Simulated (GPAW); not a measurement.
The O K edge of atom 5 in Ti4O5 (I4/m), with 4 Ti at 2.01 Å (square planar, site symmetry 4/m), was computed in 2 ways: excited-electron core hole (neutral cell) and no core hole. Program and functional: GPAW, LDA, Gaussian full width 0.9 eV up to 4 eV, rising linearly to 3.5 eV at 25 eV; cells of 9 and 27 atoms (the run without a hole in the smaller).

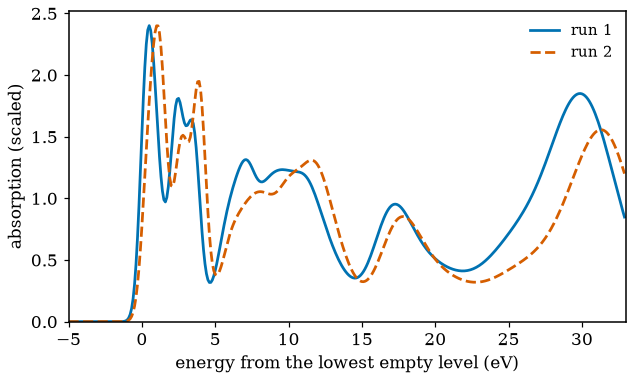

Each run is counted from its own lowest empty level or Fermi level and scaled to a mean of 1 over its first 20 eV.

Which run is which?

Run 1: excited-electron core hole (neutral cell) (area from −2 to 6 eV 8.1, main maxima 0.5 eV (2.40), 2.5 eV (1.81), 3.4 eV (1.64) and 7.1 eV (1.31)). Run 2: no core hole (area from −2 to 6 eV 8.3, main maxima 1.0 eV (2.40), 2.8 eV (1.51), 3.9 eV (1.95) and 11.6 eV (1.31)). With each curve scaled to its own mean, the area from −2 to 6 eV with the hole is 8.1 against 8.3, and the centre of weight from −1 to 20 eV moves by -0.0 eV (first and strongest maxima below 20 eV: 1.0 eV (2.40), 2.8 eV (1.51) and 3.9 eV (1.95) without the hole, 0.5 eV (2.40), 2.5 eV (1.81) and 3.4 eV (1.64) with it); the shape changes all the same, by 31 % r.m.s.

[Hosts, paths, dates, database ids (printed as entryN), source tags and the programs' standing remarks are cut or masked in the printed files.]

[Lists of maxima count a maximum above −3 eV only where it reaches 4 % of the highest in the window and stands out from its surroundings by 2 % of it (1.5 % where it reaches 55 %); shoulders and weaker maxima are passed over, and of the rest the first, up to two pre-edge ones and the few strongest are named.]
